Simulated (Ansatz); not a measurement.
# AlClH: test of scalar relativity

Wanted for AlClH: a test of scalar relativity. SMILES: [AlH][Cl].

Program: Ansatz 0.2.0 through its Python package. The levels of theory stand in the script. These are calculated values, not measurements.

**1. The structure**

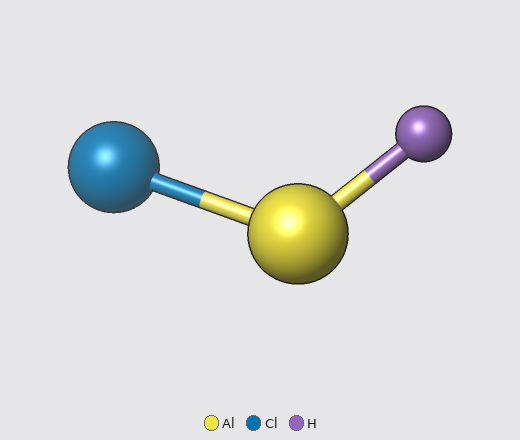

The starting structure, viewed from a chosen angle; aluminium yellow, chlorine blue, hydrogen purple.

The script holds or builds the structure itself.

**2. The code**

x2c.py reads:

```python
import ansatz
import numpy as np

GEOMETRY = """
Al   -0.18660   -0.64020   -0.18000
Cl    1.55600    0.13630    0.86910
H    -1.38030    0.43900   -0.70240
"""


def main() -> None:
    system = ansatz.Crystal.molecule()
    for line in GEOMETRY.strip().splitlines():
        symbol, *xyz = line.split()
        system = system.atom(symbol, [float(v) for v in xyz])

    calculation = system.calculation()
    calculation = calculation.functional("b3lyp", dispersion="d3bj").spin("collinear", total=1)
    calculation = calculation.forces()
    sets = {"none": "cc-pVTZ", "scalar": "cc-pVTZ-DK"}
    found = {kind: calculation.basis(gaussian=basis).pseudopotentials(relativity=kind).run().report for kind, basis in sets.items()}
    for kind, each in found.items():
        dipole = 4.803205 * np.linalg.norm(each["charge_distribution"]["dipole_moment_e_ang"])
        print(f"{kind:7s} E = {each['free_energy_ev']:.4f} eV  dipole {dipole:.3f} D  largest force component {np.abs(each['forces_ev_ang']).max():.4f} eV/A")
    print(f"relativity lowers the total energy by {found['none']['free_energy_ev'] - found['scalar']['free_energy_ev']:.3f} eV")


if __name__ == "__main__":
    main()
```

**3. What the engine is handed**

The engine receives this input (first run):

```yaml
crystal:
  periodic: [false, false, false]
  atoms:
    - { symbol: Al, position_ang: [-0.1866, -0.6402, -0.18] }
    - { symbol: Cl, position_ang: [1.556, 0.1363, 0.8691] }
    - { symbol: H, position_ang: [-1.3803, 0.439, -0.7024] }
basis:
  gaussian:
    orbitals: cc-pVTZ
hamiltonian:
  xc: b3lyp
  dispersion: d3bj
  pseudopotentials:
    relativity: none
magnetization:
  spin_polarized: true
  initial_magnetization: 1.0
output:
  forces: true
```

**4. Launch**

On the command line:

```bash
$ python x2c.py
```

The program printed:

```text
none    E = -19138.1684 eV  dipole 1.735 D  largest force component 0.6384 eV/A
scalar  E = -19188.7732 eV  dipole 1.736 D  largest force component 0.6355 eV/A
relativity lowers the total energy by 50.605 eV
```

It took 5.1 s on 1 thread of Arm Neoverse V1, shared host; peak memory 0.22 GiB.

**5. What changed from run to run**

The engine's inputs for the other runs:

Run 2, against run 1:

```diff
@@ -9 +9 @@
-    orbitals: cc-pVTZ
+    orbitals: cc-pVTZ-DK
@@ -14 +14 @@
-    relativity: none
+    relativity: scalar
```

**6. What each run gave**

The 2 runs, in the order started:

```csv
run,basis,relativity,energy (eV),<S²>,SCF cycles,CPU time (s)
1,cc-pVTZ,none,-19138.1684,0.75,17,2.2
2,cc-pVTZ-DK,scalar,-19188.7732,0.75,17,2.3
```

**7. Outcome**

| quantity | value |
| --- | --- |
| relativistic lowering of the total energy | 50.605 eV |
| runs compared | 2 |

In words: The total moves by -50.6 eV, nearly all in the cores, and the dipole from 1.73 to 1.74 D. Reading the output:
- The geometry is a force-field or estimated start, not a minimum of this method. The basis set changes with the Hamiltonian (a set recontracted for scalar relativity), and most of the change in the total lies in the cores.
- The species is open-shell (spin multiplicity 2).
- b3lyp holds the VWN-RPA fit, as in Gaussian; the form of ORCA and Turbomole is b3lyp5.
